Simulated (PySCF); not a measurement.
Input file:

```
{"job": {"kind": "epr", "basis": "pcH-1"}, "charge": 0, "multiplicity": 2}
N     -2.677661     0.654964    -0.657621
C     -1.684792     0.473839     0.019925
C     -0.542954    -0.501366    -0.270475
C      0.772102     0.232375    -0.273487
C      1.922084    -0.268236     0.465152
N      1.343697     0.678746     1.041983
H     -1.496642     1.024674     0.952598
H     -0.724870    -0.973157    -1.236999
H     -0.556963    -1.260583     0.515643
H      0.927222     0.904177    -1.111010
H      2.724200    -0.962761     0.528327
```

Run with:

```sh
OMP_NUM_THREADS=1 python probes_run.py task.json out
```

Geometry: GFN2-xTB.

Computed with PySCF, UKS B3LYP, pcH-1 on C H N, non-relativistic, mean-field spin-orbit, GIAO.

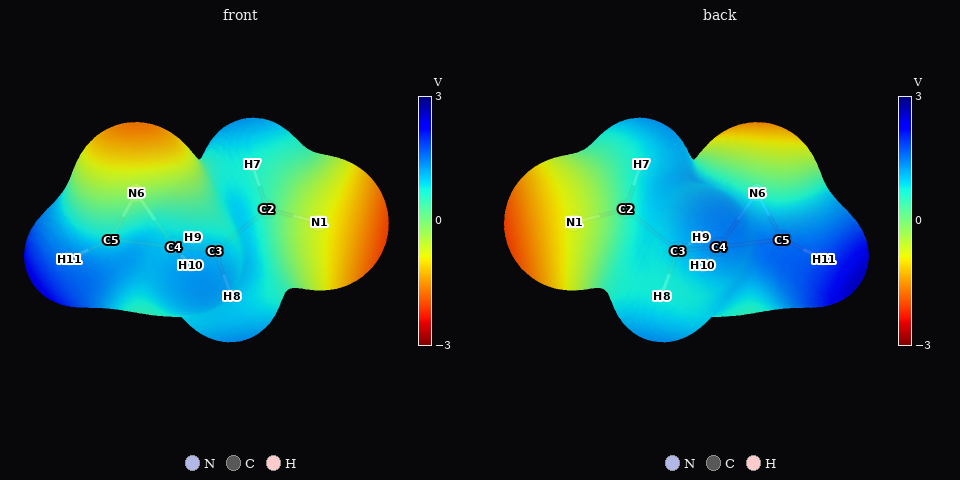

C4H5N2 (doublet). The molecular electrostatic potential painted on the density surface at 0.004 e/bohr³, seen from the front and from behind; the colour scale runs from red (negative) to blue (positive).

**Describe the electrostatic potential map.**

The most negative region (about −2.0 V, or −46 kcal/mol for a unit charge) lies over N1, the most positive (about +2.5 V, or +58 kcal/mol for a unit charge) over H11. N1 is the likeliest acceptor of a hydrogen bond.
